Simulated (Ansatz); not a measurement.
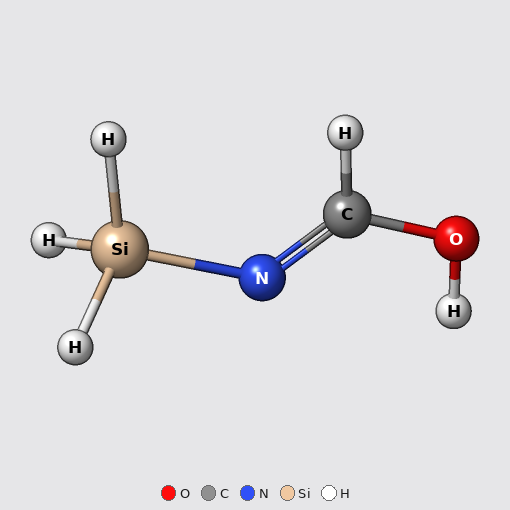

Harmonic vibrations computed with RKS PBE0-D4/def2-TZVP (Ansatz 0.2.0) at a stationary point of the same level.

> Is this a minimum or a saddle point?

A minimum: no imaginary frequency, and the lowest mode lies at 148 cm⁻¹.

> How many vibrational modes are there, and where do they lie?

21 modes: 148, 177, 192, 491, 682, 699, 713, 849, 943, 953, 954, 1033, 1193, 1328, 1405, 1773, 2182, 2235, 2238, 3077, 3761 cm⁻¹.
